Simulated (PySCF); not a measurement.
Vertical excitations of a molecule CH7GeN from TDDFT-B3LYP/def2-SVPD (PySCF), as energy in eV (oscillator strength): 5.92 (0.041), 6.68 (0.005), 7.07 (0.077), 7.52 (0.005), 7.67 (0.002), 7.93 (0.008), 8.01 (0.033), 8.03 (0.006), 8.38 (0.033), 8.57 (0.007). Lowest triplet (TDA): 5.59 eV. Coordinates come from a PBE0-D3(BJ)/def2-SVP optimisation. The values are those of a single conformer.

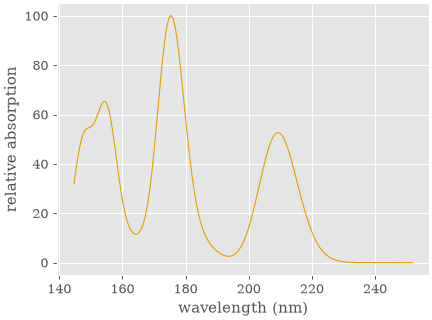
Figure: The lines broadened by 0.4 eV.

Problem. Which molecule gave these data?
(A) N[CH2][GeH3]
(B) [CH3][GeH2][NH2]
(C) C[NH][GeH3]

Solution. B, [CH3][GeH2][NH2]
